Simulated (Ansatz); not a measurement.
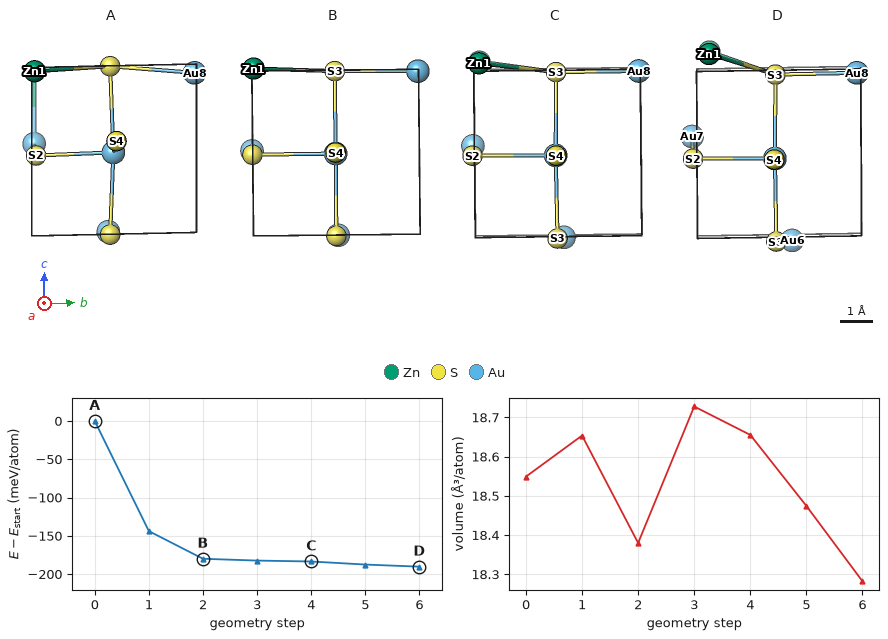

Frames of a relaxation of solid ZnAu$_{4}$S$_{3}$ (a generated structure, set up in P1) (coarse preliminary run), marked on the history of the run. A ball-and-stick model of the cell of the calculation, reduced to other axes, seen along the a axis. Lengths and directions refer to the drawn axes.

Method: DFT PBE, scalar-relativistic, plane waves, PAW in Ansatz 0.2.0. Settings: plane-wave cutoff 420 eV; k-point mesh 4 × 4 × 4; occupations gaussian; smearing width 0.2 eV; no spin polarisation; cell and atoms relaxed; force threshold 0.025 eV/Å; at most 60 steps.

Describe the path.

Answer. The run was cut off at its time limit before the relaxation converged, so the last structure is only a point on the way. The Zn atom moves most relative to the cell: 0.75 Å along [0 1 2]. By element the largest moves are Zn 0.75 Å, Au 0.73 Å, S 0.54 Å. Cell: a 5.236 → 5.228 Å (−0.2 %), b 5.268 → 5.246 Å (−0.4 %), c 5.381 → 5.334 Å (−0.9 %), α 88.8° → 89.4°, β 88.9° → 90.7°, γ 89.7° → 89.9°. Volume −1.4 %. Some distances before and after: S–Zn 4.094 → 2.843 Å, Au–S 2.191 → 2.695 Å, S–Zn 3.726 → 3.258 Å, Au–Zn 2.317 → 2.773 Å. Among the angles between lasting bonds that change: Au–S–Au 82.3° → 115.8°, Au–S–Au 94.1° → 62.9°, Au–S–Au 109.0° → 88.7°. The space group stays P1 (No. 1). The energy falls by 190 meV per atom in 6 geometry steps. The largest force component goes from 3.1 to 0.29 eV/Å. The pressure goes from 7.34 to −0.35 GPa. The run took 6.5 min on 1 thread of Arm Neoverse V1 (shared host), peak memory 0.52 GiB. From step 0 to 2: an Au atom moves most (0.36 Å), volume −0.9 %, energy −180 meV per atom. From step 2 to 4: the Zn atom moves most (0.21 Å), volume +1.5 %, energy −3.6 meV per atom. From step 4 to 6: the Zn atom moves most (0.39 Å), volume −2.0 %, energy −6.8 meV per atom.

```
step  E − E(0), meV/atom  largest force component, eV/Å  pressure, GPa  volume, Å³/atom
   0                0.00                         3.0639           7.34           18.549
   1             -143.74                         1.1324           1.50           18.654
   2             -179.84                         0.1240           1.28           18.380
   3             -182.21                         0.0247          -0.71           18.728
   4             -183.40                         0.0663          -0.63           18.656
   5             -187.40                         0.1000          -0.60           18.475
   6             -190.16                         0.2885          -0.35           18.283
```
